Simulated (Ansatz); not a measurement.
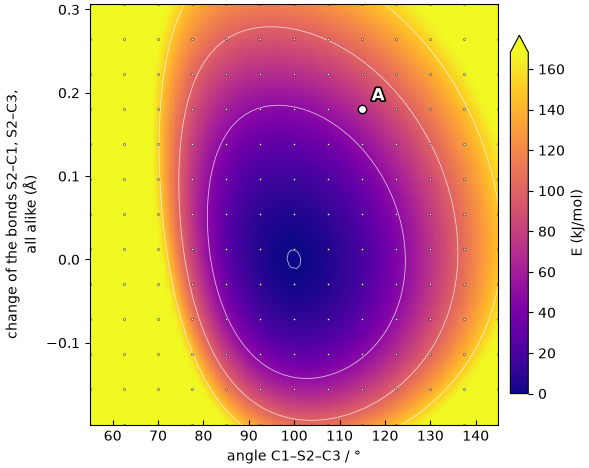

C₂H₈OSSi, SMILES CSC[SiH2]O. The first coordinate is: angle C1–S2–C3; the second: change of the bonds S2–C1, S2–C3, all alike. Nothing is relaxed (all other coordinates rigid). The scan uses a 13 × 13 grid. Points are written as (first, second). Energies: kJ/mol, counted from the lowest grid point. Method: RKS SPW92 (LDA)/def2-SVP in Ansatz 0.2.0.

In the figure: a smooth colour map with a few white contour lines, dots at the grid points, one colour for all values above the top of the scale, the point A. Between grid points the surface is interpolated.

Q: Which way does the force act at A, and how strong is it?

A: A, at (114.9°, 0.181 Å), is not a stationary point. The computed force is 2.3 kJ/mol for each degree towards smaller values of angle C1–S2–C3 and 470 kJ/mol for each Å towards smaller values of the second coordinate.
